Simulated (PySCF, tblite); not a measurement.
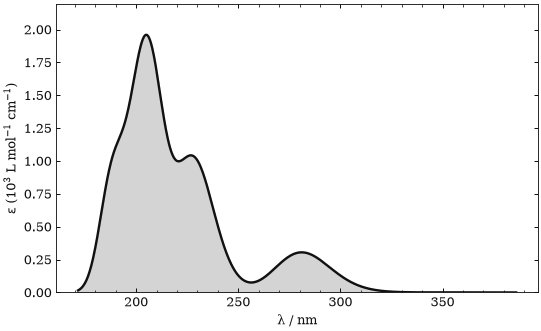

Vertical TDDFT excitations, B3LYP/def2-SVPD in PySCF, at a GFN2-xTB geometry (a minimum by its frequencies), gas phase. The lowest 8 singlet states are shown; each is broadened by a Gaussian of 1/e half-width 0.30 eV.

Which molecule gives this spectrum?
A. C₄H₁₀BFS, SMILES [BH3-][S@+](C)/C=C/CF
B. C₄H₁₀BFS, SMILES CCSCCBF
C. C₃H₁₀N₂Si, SMILES N[C@H]1CN[SiH2]C1
D. C₄H₁₀BFS, SMILES CSB[C@H](C)CF

Answer. B. Its lowest singlet lies at 4.41 eV (f = 0.006) and the brightest of those computed is S4 at 6.00 eV (207 nm), f = 0.028, mainly HOMO → LUMO+3 (73 %).

Note: states above the negative HOMO energy depend on the basis; the tight-binding geometry is rougher than a DFT one and adds to the error; one conformer of a flexible molecule; core orbitals are frozen in the response.
